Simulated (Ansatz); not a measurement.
# Changed inputs in constrained RPA: BaRhO3 (cubic perovskite) (Pm-3m)

What does U in BaRhO3 (cubic perovskite) (Pm-3m) depend on besides the window?

Method: constrained RPA on LDA, plane waves, PAW, in Ansatz 0.2.0.

The structure was built from a prototype and need not be the compound's stable phase.

## 1. Starting point

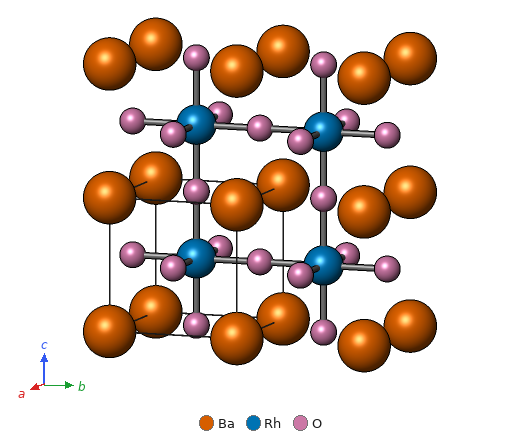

Start, viewed slightly off an axis; barium orange, rhodium blue, oxygen pink. 1×2×2 cells are drawn. Some periodic images of atoms are drawn too.

As a file:

```cif
data_structure
_symmetry_space_group_name_H-M 'Pm-3m'
_symmetry_Int_Tables_number 221
_cell_length_a 3.9431
_cell_length_b 3.9431
_cell_length_c 3.9431
_cell_angle_alpha 90.000
_cell_angle_beta 90.000
_cell_angle_gamma 90.000
_cell_volume 61.31
loop_
_atom_site_label
_atom_site_type_symbol
_atom_site_symmetry_multiplicity
_atom_site_Wyckoff_symbol
_atom_site_fract_x
_atom_site_fract_y
_atom_site_fract_z
_atom_site_occupancy
Ba1 Ba 1 a 0.00000 0.00000 0.00000 1
Rh1 Rh 1 b 0.50000 0.50000 0.50000 1
O1 O 3 c 0.00000 0.50000 0.50000 1
```

The structure was relaxed with LDA. The structure type comes from a generator and need not be one that this composition takes. The structure was generated from a model, not taken from a measurement. The runs that relaxed it are not among those shown. The program's search for lower electronic states was switched off, so nothing shows that the state found is the lowest. Spin-orbit coupling is left out unless a step names it. The default PAW set here is soft_2. Its files were made with PBE.

## 2. Base: Rh d + anion p, bands v12 to c2, 4×4×4 mesh, medium accuracy

Constrained RPA screens the interaction with every transition except those inside the target bands, which a later many-body model would treat itself.

File input.yaml:

```yaml
crystal:
  lattice:
    - [0.0, -3.94311123, 0.0]
    - [0.0, 0.0, 3.94311123]
    - [-3.94311123, 0.0, 0.0]
  atoms:
    - { symbol: Ba, position: [0.0, 0.0, 0.0] }
    - { symbol: Rh, position: [0.5, 0.5, 0.5] }
    - { symbol: O, position: [0.5, 0.5, 0.0] }
    - { symbol: O, position: [0.5, 0.0, 0.5] }
    - { symbol: O, position: [0.0, 0.5, 0.5] }
kpoints:
  mp_grid: { grid: [8, 8, 8] }
hamiltonian:
  xc: lda
scf:
  occupations: { method: gaussian, width: 0.08 }
  n_extra_bands: 19
  max_iter: 150
  lower_state_search: "off"
output:
  crpa:
    kmesh: [4, 4, 4]
    target_bands: [v12, c2]
    projections: [{ species: Rh, l: d, shell: 4 }, { species: O, l: p, shell: 2 }]
  local_orbitals:
    kmesh: [8, 8, 8]
    orbitals: [{ species: Rh, l: d, shell: 4 }, { species: O, l: p, shell: 2 }]
    window: { bands: [v12, c2] }
    seedname: lo
```

Command:

```
$ ansatz run input.yaml --threads 4 --pin off --max-ram 9216MiB --backend cpu --events-out ev --progress --plain --runs-dir out
```

Numbers of over 12 decimals in the logs are rounded to 6 here.

Log:

```text
scf.n_extra_bands = 19 over 23 filled bands (N_el = 45.0): the run solves 42 bands
Engine: ansatz 0.2.0, aarch64-unknown-linux-gnu
Pseudopotentials: kind: paw
Pseudopotential: Ba, paw, valence charge 10, recommended cutoff 420 eV (normal), Ba.paw.azcp
Pseudopotential: Rh, paw, valence charge 17, recommended cutoff 420 eV (normal), Rh.paw.azcp
Pseudopotential: O, paw, valence charge 6, recommended cutoff 420 eV (normal), O.paw.azcp
Functional definition: SPW92
  exchange = slater_x
  correlation = pw_c
Crystal: 5 atoms, lattice volume = 61.308 Å³
Basis set: ecut = 420 eV, 1213 PW (Γ)
Bands: 42, of which v1, the nominal top of the filled ones, is band 23 counted from 1 (22 counted from 0)
Symmetry: 48 space group operations
Space group: Pm-3m (ITA 221), of the structure as read, at distance tolerance 3.9e-5 Å
k-points: 35 of 512
Non-local potential: Ba, projectors of the file, l = 0: 3, l = 1: 2, l = 2: 2, l = 3: 2
Non-local potential: Rh, projectors of the file, l = 0: 3, l = 1: 2, l = 2: 2, l = 3: 1
Non-local potential: O, projectors of the file, l = 0: 2, l = 1: 2, l = 2: 1
PAW form: soft (Blöchl's): semilocal exchange-correlation on the pseudo side does not see the compensation charge
PAW frozen core: Ba, regenerated for the run's functional, and the local potential with it (the file was generated under x = pbe(κ = 0.804, μ = 0.219515), c = pbe(β = 0.066725))
PAW frozen core: Rh, regenerated for the run's functional, and the local potential with it (the file was generated under x = pbe(κ = 0.804, μ = 0.219515), c = pbe(β = 0.066725))
PAW frozen core: O, regenerated for the run's functional, and the local potential with it (the file was generated under x = pbe(κ = 0.804, μ = 0.219515), c = pbe(β = 0.066725))
PAW one-centre angular grid: Ba, 194 points (default); XC on 64 Gauss nodes
PAW one-centre angular grid: Rh, 590 points (default); XC on 64 Gauss nodes
PAW one-centre angular grid: O, 110 points (default); XC on 64 Gauss nodes
Initial density: superposition of atomic densities (neutral atoms: chi_scale 0, normalization atom), corrected by the library's trained network
Initial wavefunctions: pseudopotential atomic-orbital guess
Functional: x = slater, c = lda
SCF iter   1: F=—  HF=-13724.906905 eV  |F-HF|=—  |Δ(HF+E_count)|=         —  Δρ=1.92e-2  dr2=2.03e-1  ethr=1.77e-3  ⟨swp⟩=6.9  Hψ=7535  notcnv=0  defer=243
preconditioner: auto → Kerker (q_TF=auto, 2.591 Å⁻¹)  [metal: Δε(μ)=0.019 eV  Ē_g=17.557 eV  σ=0.080 eV  W_gap=0.14  n_scr=18 (ndim 8)  ℏωp=28.8 eV  f_vac=0.000  D(μ)=6.66/eV (n_scr^D=80)]
SCF iter   2: F=—  HF=-13724.872277 eV  |F-HF|=—  |Δ(HF+E_count)|=   3.46e-2  Δρ=1.03e-2  dr2=6.36e-2  ethr=4.51e-4  ⟨swp⟩=1.9  Hψ=1927  notcnv=0  defer=425
[...]
--- Per-component energies (eV) ---
  E_band       = -162.060858
  E_kinetic    = 1266.775288
  E_local      = -3521.613954  (includes V_loc(G=0)·N_el)
  E_nonlocal   = 569.590973
  E_hartree    = 1319.683125
  E_xc         = -606.561515
  E_vxc        = -695.710386  (∫ρ·V_xc dr)
  E_paw        = -8961.398800  (= ΣΔE_a)
  E_vpaw       = -420.486121  (= ΣTr[D̂ρ^β])
  E_aug_tail   = 0.008384  (compensation charges beyond the density's cutoff)
  E_ewald      = -3792.514314
  E_core_change = 1.195762  (= ΣΔE_core)
  E_smearing   = -0.022431  (= −TS)
  E_closure    = -0.000000  (closes the sum)
  Σ components = -13724.857483   (vs F -13724.857483, Δ=0.00e0)
--- Band table (eV; the first three rows and the last of 35) ---
  k-point 0: bands = [... 19 lower, 10.4653, 11.4074, 11.4074, 11.4074, 12.3571, 12.3571, 17.0162, 17.0162, ... 15 higher]
  k-point 1: bands = [... 19 lower, 10.8456, 10.8547, 11.5793, 11.5793, 12.3591, 13.3085, 17.3084, 17.3282, ... 15 higher]
  k-point 2: bands = [... 19 lower, 10.8314, 10.8314, 12.2309, 12.2309, 12.3628, 14.5156, 18.0253, 18.1522, ... 15 higher]
  k-point 34: bands = [... 19 lower, 11.6684, 13.7698, 13.7698, 13.7698, 18.1664, 18.1664, 18.7598, 18.7598, ... 15 higher]
--- cRPA (band scheme, projected local orbitals): target bands 12..25 (1-based), 14 Wannier function(s), 4×4×4 mesh, 50 bands' worth read of 55 solved, ecut_chi 136.0 eV, v(q+G=0) probe_charge, pair densities all_electron ---
  bands read: the sum over 50 bands ends inside a degenerate multiplet in 8 slots, whose members it reads at an even weight; the widest, k=42: bands 49 to 51 (counted from 1) at 2/3 each
  χ-basis size per q: N_G = 208..251
  window electrons = 23.0000, filled by tetrahedron_uncorrected; constrained ε̄⁻¹(q = 0, 0) head = 0.309560; min gauge Gram eig = 0.7694
  Kanamori averages over each shell's own Wannier functions (sites counted from 0, functions from 1):
  Each shell's averages of U are screened by what lies outside the whole window alone: parameters of one model of all the shells.
    Site 1, 4D, 5 of 5 d orbitals (Wannier functions 1, 2, 3, 4, 5; wannier90's mr 1, 2, 3, 4, 5):
      screened: U = 7.7135 eV, U' = 6.6375 eV, J = 0.5372 eV
      screened, to within: U = 1.6e-2 eV, U' = 1.6e-2 eV, J = 9.4e-4 eV
      bare: V = 17.7386 eV, V' = 16.3487 eV, J = 0.6846 eV
    Site 2, 2P, 3 of 3 p orbitals (Wannier functions 6, 7, 8; wannier90's mr 1, 2, 3):
      screened: U = 6.9085 eV, U' = 5.5306 eV, J = 0.6888 eV
      screened, to within: U = 1.3e-2 eV, U' = 1.3e-2 eV, J = 1.2e-3 eV
      bare: V = 18.5314 eV, V' = 16.7629 eV, J = 0.8821 eV
    Site 3, 2P, 3 of 3 p orbitals (Wannier functions 9, 10, 11; wannier90's mr 1, 2, 3):
      screened: U = 6.9085 eV, U' = 5.5306 eV, J = 0.6888 eV
      screened, to within: U = 1.3e-2 eV, U' = 1.3e-2 eV, J = 1.2e-3 eV
      bare: V = 18.5314 eV, V' = 16.7629 eV, J = 0.8821 eV
    Site 4, 2P, 3 of 3 p orbitals (Wannier functions 12, 13, 14; wannier90's mr 1, 2, 3):
      screened: U = 6.9085 eV, U' = 5.5306 eV, J = 0.6888 eV
      screened, to within: U = 1.3e-2 eV, U' = 1.3e-2 eV, J = 1.2e-3 eV
      bare: V = 18.5314 eV, V' = 16.7629 eV, J = 0.8821 eV
  Hermiticity witness max|P − P†| over intra, direct and exchange elements: 8.88e-15 eV (screened), 7.11e-15 eV (bare)
  Reality witness max|Im| over intra, direct and exchange elements: 4.12e-9 eV (screened), 5.05e-12 eV (bare)
[key lines of the parts left out:]
SCF converged after 7 iterations
Free energy (F): -13724.857483 eV
Fermi energy:    13.062008 eV
```

Run time: 3 min. Hardware: 4 threads of Arm Neoverse V1, shared host; peak memory 0.74 GiB.

This step gave:

```yaml
u: 7.714 eV
u_prime_inter_orbital: 6.638 eV
j: 0.5372 eV
bare_v: 17.74 eV
bare_j: 0.6846 eV
stated_bound_on_u: 0.01550 eV
u_over_bare_v: 0.4348
electrons_in_the_window: 23.00
head_of_the_constrained_inverse_dielectric_matrix: 0.3096
least_eigenvalue_of_the_projection_s_overlap: 0.7694
target_functions: 14
bands_in_the_sums: 50
r_m_s_miss_of_the_model_bands: 6.17e-4 eV
width_of_the_target_bands: 12.75 eV
weight_of_the_projected_orbitals_in_the_window: 0.9308
```

On the Rh d shell, screening brings the on-site interaction from 17.7 eV down to U = 7.71 eV.

## 3. Changed: 2×2×2 mesh

input.yaml, the sections that differ from step 2:

```yaml
output:
  crpa:
    kmesh: [2, 2, 2]
    target_bands: [v12, c2]
    projections: [{ species: Rh, l: d, shell: 4 }, { species: O, l: p, shell: 2 }]
# crystal, kpoints, hamiltonian, scf: as in step 2
```

Log:

```text
[...]
Crystal: 5 atoms, lattice volume = 61.308 Å³
Basis set: ecut = 420 eV, 1213 PW (Γ)
Bands: 42, of which v1, the nominal top of the filled ones, is band 23 counted from 1 (22 counted from 0)
Symmetry: 48 space group operations
[...]
k-points: 35 of 512
[...]
SCF iter   1: F=—  HF=-13724.906905 eV  |F-HF|=—  |Δ(HF+E_count)|=         —  Δρ=1.92e-2  dr2=2.03e-1  ethr=1.77e-3  ⟨swp⟩=6.9  Hψ=7535  notcnv=0  defer=243
[...]
SCF iter   7: F=-13724.857483 eV  HF=-13724.857483 eV  |F-HF|=5.45e-8  |Δ(HF+E_count)|=   7.37e-7  Δρ=1.00e-5  dr2=8.73e-8  ethr=2.22e-10  ⟨swp⟩=9.9  Hψ=7848  notcnv=0
SCF 1 converged in 7 iterations: F = -13724.857483 eV  dr2 = 8.73e-8
[...]
NSCF: frozen V_eff on 4 k-points
[...]
cRPA screening: q 1/8
cRPA screening: q 2/8
cRPA screening: q 5/8 (q-point 4)
cRPA screening: q 8/8
SCF converged after 7 iterations
Free energy (F): -13724.857483 eV
[...]
χ-basis size per q: N_G = 208..251
[...]
screened: U = 7.7912 eV, U' = 6.7062 eV, J = 0.5408 eV
      screened, to within: U = 1.3e-2 eV, U' = 1.3e-2 eV, J = 9.1e-4 eV
      bare: V = 17.9104 eV, V' = 16.5135 eV, J = 0.6889 eV
    Site 2, 2P, 3 of 3 p orbitals (Wannier functions 6, 7, 8; wannier90's mr 1, 2, 3):
      screened: U = 6.9108 eV, U' = 5.5184 eV, J = 0.6953 eV
      screened, to within: U = 1.2e-2 eV, U' = 1.2e-2 eV, J = 1.2e-3 eV
      bare: V = 18.8020 eV, V' = 17.0165 eV, J = 0.8890 eV
    Site 3, 2P, 3 of 3 p orbitals (Wannier functions 9, 10, 11; wannier90's mr 1, 2, 3):
      screened: U = 6.9108 eV, U' = 5.5184 eV, J = 0.6953 eV
      screened, to within: U = 1.2e-2 eV, U' = 1.2e-2 eV, J = 1.2e-3 eV
      bare: V = 18.8020 eV, V' = 17.0165 eV, J = 0.8890 eV
    Site 4, 2P, 3 of 3 p orbitals (Wannier functions 12, 13, 14; wannier90's mr 1, 2, 3):
      screened: U = 6.9108 eV, U' = 5.5184 eV, J = 0.6953 eV
      screened, to within: U = 1.2e-2 eV, U' = 1.2e-2 eV, J = 1.2e-3 eV
      bare: V = 18.8020 eV, V' = 17.0165 eV, J = 0.8890 eV
[...]
[key lines of the parts left out:]
Fermi energy:    13.062008 eV
```

Elapsed: 20 s, on 4 threads; peak memory 0.64 GiB; 68 s of CPU time.

This step gave:

* U: 7.791 eV
* U prime (inter-orbital): 6.706 eV
* J: 0.5408 eV
* bare V: 17.91 eV
* bare J: 0.6889 eV
* stated bound on U: 0.01256 eV
* U over bare V: 0.4350
* electrons in the window: 23.00
* head of the constrained inverse dielectric matrix: 0.2873
* least eigenvalue of the projection's overlap: 0.7694
* target functions: 14
* bands in the sums: 50
* width of the target bands: 12.75 eV
* weight of the projected orbitals in the window: 0.9308

On the Rh d shell, screening brings the on-site interaction from 17.9 eV down to U = 7.79 eV.

## 4. Changed: smooth pair densities

Edit input.yaml of step 3 so:

```diff
@@ -22,4 +22,5 @@
   crpa:
-    kmesh: [2, 2, 2]
+    kmesh: [4, 4, 4]
     target_bands: [v12, c2]
     projections: [{ species: Rh, l: d, shell: 4 }, { species: O, l: p, shell: 2 }]
+    pair_densities: pseudo
```

Log:

```text
[...]
Crystal: 5 atoms, lattice volume = 61.308 Å³
Basis set: ecut = 420 eV, 1213 PW (Γ)
Bands: 42, of which v1, the nominal top of the filled ones, is band 23 counted from 1 (22 counted from 0)
Symmetry: 48 space group operations
[...]
k-points: 35 of 512
[...]
screened, sum over states alone: U = 7.5099 eV, U' = 5.8248 eV, J = 0.8420 eV
      bare: V = 18.5314 eV, V' = 16.7629 eV, J = 0.8821 eV
    Site 4, 2P, 3 of 3 p orbitals (Wannier functions 12, 13, 14; wannier90's mr 1, 2, 3):
      screened: U = 6.9229 eV, U' = 5.5296 eV, J = 0.6965 eV
      screened, to within: U = 1.6e-2 eV, U' = 1.6e-2 eV, J = 3.4e-4 eV
      screened, sum over states alone: U = 7.5099 eV, U' = 5.8248 eV, J = 0.8420 eV
      bare: V = 18.5314 eV, V' = 16.7629 eV, J = 0.8821 eV
[...]
[key lines of the parts left out:]
SCF converged after 7 iterations
Free energy (F): -13724.857483 eV
Fermi energy:    13.062008 eV
```

Elapsed: 2.8 min, on 4 threads; peak memory 0.62 GiB.

This step gave:

```yaml
u: 7.748 eV
u_prime_inter_orbital: 6.639 eV
j: 0.5543 eV
bare_v: 17.74 eV
bare_j: 0.6846 eV
stated_bound_on_u: 0.01241 eV
u_over_bare_v: 0.4368
electrons_in_the_window: 23.00
head_of_the_constrained_inverse_dielectric_matrix: 0.3099
least_eigenvalue_of_the_projection_s_overlap: 0.7694
target_functions: 14
bands_in_the_sums: 50
width_of_the_target_bands: 12.75 eV
weight_of_the_projected_orbitals_in_the_window: 0.9308
```

On the Rh d shell, screening brings the on-site interaction from 17.7 eV down to U = 7.75 eV.

## 5. Changed: sums over states on smooth products

Edit input.yaml of step 4 so:

```diff
@@ -25,2 +25,5 @@
     projections: [{ species: Rh, l: d, shell: 4 }, { species: O, l: p, shell: 2 }]
+    accuracy: sum_over_states
     pair_densities: pseudo
+    n_empty_bands: 46
+    ecut_chi: 136
```

Log:

```text
[...]
Crystal: 5 atoms, lattice volume = 61.308 Å³
Basis set: ecut = 420 eV, 1213 PW (Γ)
Bands: 42, of which v1, the nominal top of the filled ones, is band 23 counted from 1 (22 counted from 0)
Symmetry: 48 space group operations
[...]
k-points: 35 of 512
[...]
screened: U = 7.2402 eV, U' = 5.5938 eV, J = 0.8235 eV
      bare: V = 18.5314 eV, V' = 16.7629 eV, J = 0.8821 eV
    Site 3, 2P, 3 of 3 p orbitals (Wannier functions 9, 10, 11; wannier90's mr 1, 2, 3):
      screened: U = 7.2402 eV, U' = 5.5938 eV, J = 0.8235 eV
      bare: V = 18.5314 eV, V' = 16.7629 eV, J = 0.8821 eV
    Site 4, 2P, 3 of 3 p orbitals (Wannier functions 12, 13, 14; wannier90's mr 1, 2, 3):
      screened: U = 7.2402 eV, U' = 5.5938 eV, J = 0.8235 eV
      bare: V = 18.5314 eV, V' = 16.7629 eV, J = 0.8821 eV
[...]
[key lines of the parts left out:]
SCF converged after 7 iterations
Free energy (F): -13724.857483 eV
Fermi energy:    13.062008 eV
```

Run time: 12 s. Hardware: 4 threads; peak memory 0.53 GiB.

This variant gives U = 8.17 eV against 7.71 eV. It is a finite sum over empty states with no bound on its error and stays out of the table below.

## 6. Changed: spin-orbit coupling, which the program doesn't serve

This step: constrained RPA on LDA with spin-orbit coupling, plane waves, PAW.

Edit input.yaml of step 5 so:

```diff
@@ -20,2 +20,5 @@
   lower_state_search: "off"
+magnetization:
+  noncollinear: true
+  spin_orbit: true
 output:
@@ -25,5 +28 @@
     projections: [{ species: Rh, l: d, shell: 4 }, { species: O, l: p, shell: 2 }]
-    accuracy: sum_over_states
-    pair_densities: pseudo
-    n_empty_bands: 46
-    ecut_chi: 136
```

Log:

```text
Error: output.crpa with magnetization.noncollinear: true — the cRPA pipeline runs scalar-band solve channels only (unpolarised or collinear) — spinor oscillator elements are not implemented; use a collinear or unpolarised deck, or drop the output.crpa: request
```

Elapsed: 0.03 s, on 4 threads; peak memory 0.033 GiB.

The input was rejected at the start.

The program's message: “Error: output.crpa with magnetization.noncollinear: true — the cRPA pipeline runs scalar-band solve channels only (unpolarised or collinear) — spinor oscillator elements are not implemented; use a col …”

The fault put into this input: spin-orbit coupling, which the program doesn't serve.

[end of part 1 of 2]

[Paths, hosts, dates, memory and timing lines, banners, echoed tables and standing remarks are left out of the program output.]

[Logs are printed without paths, hosts, clocks, repeated set-up lines and the standing remarks that a program may print on its own settings, such as how far it seeks lower states.]

[Runs of the session that timed out or met a known fault of the program may be left out.]

[Hosts, paths, dates, database ids (printed as entryN), source tags and the programs' standing remarks are cut or masked in the printed files.]
